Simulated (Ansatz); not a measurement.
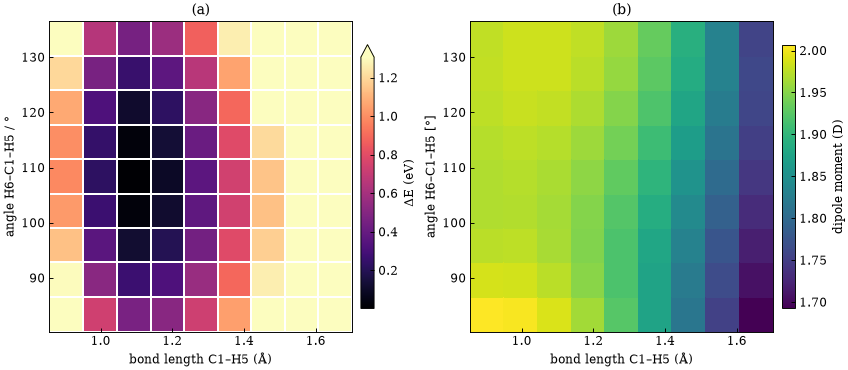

CH4ISi, SMILES C[SiH]I, spin multiplicity 2. First axis: bond length C1–H5. Second axis: angle H6–C1–H5. Nothing is relaxed (all other coordinates rigid). Grid: 9 × 9 points. Points are written as (first, second). Energies are in eV, from the relaxed molecule at the same level. Method: UKS r2SCAN-D4/def2-SVP in Ansatz 0.2.0.

Panel (a) is the energy; panel (b) is the computed dipole moment, in D.

In the figure: one coloured cell a grid point, one colour for all values above the top of the scale.

Question: How does the dipole moment vary over the map, and what is it at the lowest grid point?

Answer: Leaving out the highest fifth of the energies, it runs from 1.78 D at (1.561 Å, 95.9°) to 2.01 D at (0.904 Å, 83.4°). At the lowest grid point, (1.092 Å, 108.4°), it is 1.97 D.
